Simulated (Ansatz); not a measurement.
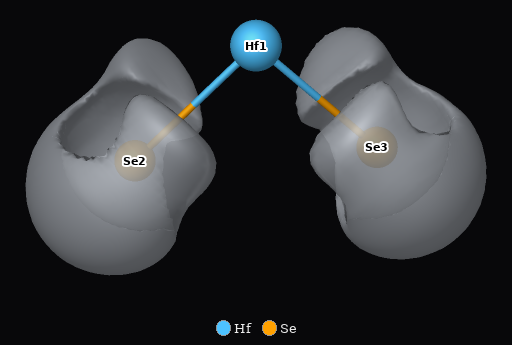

Figure 1: HfSe2 (charge +1, doublet). Isosurface of the ELF at 0.75 (grey), seen at a tilt. Only the valence region is drawn (cores and ρ < 0.01 e/Å³ removed).

Geometry: PBE0-D4/def2-TZVP; core potentials replace the inner electrons of Hf.

Theory: UKS PBE0-D4/def2-TZVP (Ansatz).

### Where are the electrons localised?

The surface consists of two rings or bowls of non-bonding electrons around Se. Profiles from the grid: Hf–Se (2.34 Å): the ELF peaks at about 0.70 in the valence shell of Se, 1.0 Å from its nucleus, and is about 0.50 at the midpoint.
